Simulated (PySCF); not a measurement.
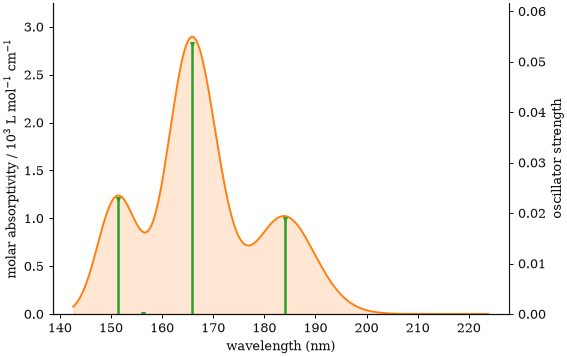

Computed absorption of PH₃O, SMILES O=[PH3]. Vertical TDDFT excitations, PBE0/def2-SVPD, PySCF, at a GFN2-xTB geometry (no frequency check), gas phase. The lowest 6 singlet states are shown; each is broadened by a Gaussian of 1/e half-width 0.30 eV. Sticks give oscillator strengths (right axis). States within 0.01 eV of each other are merged, with their strengths summed. The highest state may be half of a pair whose partner wasn't computed.

Where is the lowest singlet, and is it bright?

Answer. S1/S2 lies at 6.74 eV (184 nm) with f = 0.019, mainly HOMO/HOMO−1 → LUMO; it is weak.

Where is the maximum of the broadened curve, and how high is it?

Answer. At about 7.5 eV (166 nm), with ε near 2900 L mol⁻¹ cm⁻¹.

List the transitions behind the spectrum.

Answer.
```csv
state,E (eV),λ (nm),f,main character
S1/S2,6.74,184,0.019,HOMO/HOMO−1 → LUMO
S3/S4,7.47,166,0.054,HOMO/HOMO−1 → LUMO+1
S5,7.94,156,0.000,HOMO−1 → LUMO+2 (50 %)
S6,8.19,151,0.023,HOMO → LUMO+3 (49 %)
```

Note: the tight-binding geometry is rougher than a DFT one and adds to the error; core orbitals are frozen in the response.
